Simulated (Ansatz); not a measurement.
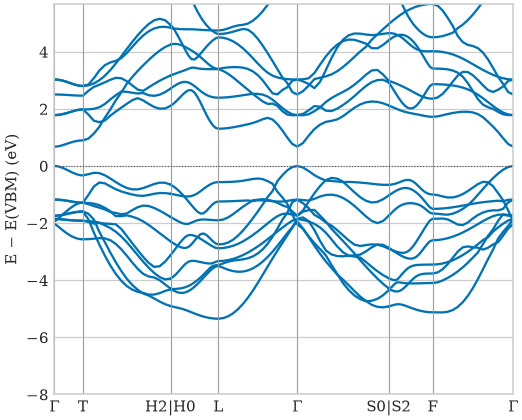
Figure. Band structure from the program Ansatz at the r²SCAN+D4 level (PAW)

**Question.** Read off the gap and where the band edges lie.

**Answer.** About 0.7 eV (0.68 eV by a search for the band edges); maximum at Γ, minimum at Γ.

The material is Bi2Se3 in space group R-3m (No. 166; Bi on 6c, Se on 3a, Se on 6c).

The r²SCAN+D4 relaxation kept the symmetry of its start. Spin–orbit coupling is left out wherever it is not named.

Potentials: the earlier of the program's two PAW sets.
